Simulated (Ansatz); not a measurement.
# BSiNH+ (triplet): the correlation ladder, cc-pVDZ

How much of the correlation energy of BSiNH+ (triplet) does each wave-function method recover here?

Method: cc-pVDZ, core rule «outside noble gas», up to 7 orbitals frozen; program: Ansatz 0.2.0, Gaussian basis.

Plan: UHF; CCSD(T) on ROHF; CCSD(T) on UHF; BCCD(T) on ROHF; CISD; CCSDT(Q) on ROHF; CCSDT(Q) on UHF; CASSCF and NEVPT2, 10 electrons in 10 orbitals.

17 further runs of the same task are left out: 5 that didn't finish, 12 set aside as unsound or not needed.

### 1 The system

The geometry is a PBE0/def2-TZVP stationary point (not a proven minimum) of the parent state, kept for this charge and spin.

4 atoms, charge 1, spin multiplicity 3.

Atoms are counted from 1 here; the program's logs count them from 0.

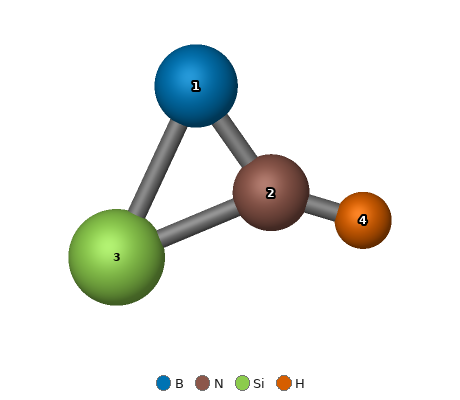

The geometry (boron blue, nitrogen brown, silicon green, hydrogen orange); atoms are numbered from 1 in the order of the file.

### 2 UHF

in.yaml

```yaml
crystal:
  periodic: [false, false, false]
  atoms:
    - {symbol: B, position_ang: [0.000000, -0.897712, 0.910090]}
    - {symbol: N, position_ang: [0.000000, 0.476424, 0.875935]}
    - {symbol: Si, position_ang: [0.000000, 0.061811, -0.840355]}
    - {symbol: H, position_ang: [0.000000, 1.285841, 1.482090]}
basis:
  gaussian: {orbitals: cc-pVDZ}
total_charge: 1
magnetization: {spin_polarized: true, initial_magnetization: 2}
hamiltonian: {xc: hf}
output: {orbitals: {seedname: orbitals}}
```

Started as:

```bash
$ ansatz run in.yaml --threads 1 --pin off --events-out ev --progress --plain --max-ram 2393MiB
```

The runs that follow: CCSD(T) on ROHF; CCSD(T) on UHF; BCCD(T) on ROHF; CISD; CCSDT(Q) on ROHF; CCSDT(Q) on UHF; CASSCF and NEVPT2, 10 electrons in 10 orbitals.

Q: Predict the results of all the runs planned. Wanted: UCCSDT(Q) below the RHF energy; RMP2 from UCCSDT(Q); UMP2 from UCCSDT(Q); RCCSD from UCCSDT(Q); RCCSD(T) from UCCSDT(Q); UCCSD(T) from UCCSDT(Q); RCCSDT(Q) from UCCSDT(Q); NEVPT2 frontier from UCCSDT(Q); T1 diagnostic.

**Answer**, as computed:

| quantity | value |
| --- | --- |
| UCCSDT(Q) below the RHF energy | -8.6812 eV |
| RMP2 from UCCSDT(Q) | +1096.5 meV |
| UMP2 from UCCSDT(Q) | +1131.4 meV |
| RCCSD from UCCSDT(Q) | +423.8 meV |
| RCCSD(T) from UCCSDT(Q) | +69.0 meV |
| UCCSD(T) from UCCSDT(Q) | +71.1 meV |
| RCCSDT(Q) from UCCSDT(Q) | +4.2 meV |
| NEVPT2 frontier from UCCSDT(Q) | +1493.4 meV |
| levels within 1 kcal/mol (43 meV) | RCCSDT, UCCSDT, RCCSDT(Q) |
| T1 diagnostic | 0.037 |

What this shows: RCCSD(T) misses by +69.0 meV, 0.8 % of the correlation energy. These misses are within one basis, not against nature; the frozen cores of restricted and unrestricted runs differ, which can shift their rows.
